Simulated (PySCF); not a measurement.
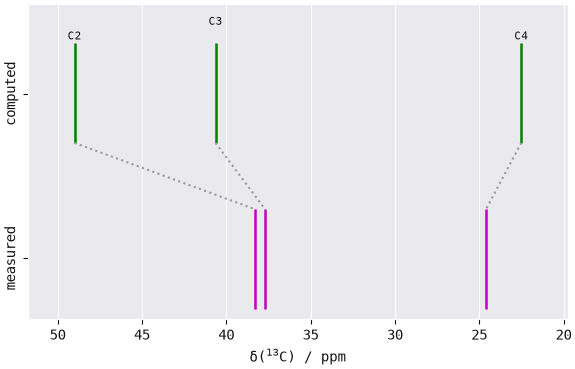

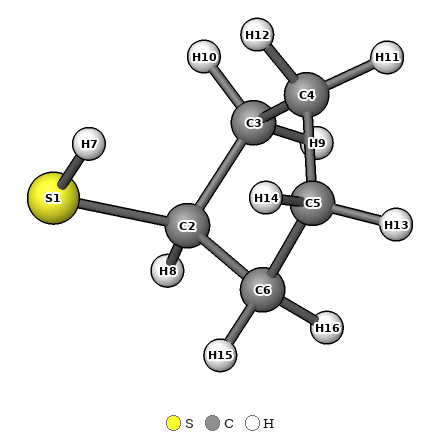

¹³C shifts of C₅H₁₀S, SMILES SC1CCCC1 against TMS: GIAO PBE0/IGLO-III (PySCF) for one gas-phase conformer (PBE0-D3(BJ)/def2-SVP, like atoms averaged; labels name one atom of each set) above, published measurements (solution) below; dotted lines join the same nuclei. Only nuclei with a measured value are shown, one named for each set of like atoms.

Is the order of the signals reproduced?

Answer. Yes, no dotted lines cross.

How well does the calculation match?

Answer. Mean error 3.8 ppm, mean absolute error 5.2 ppm; the largest is 10.7 ppm, for C2.
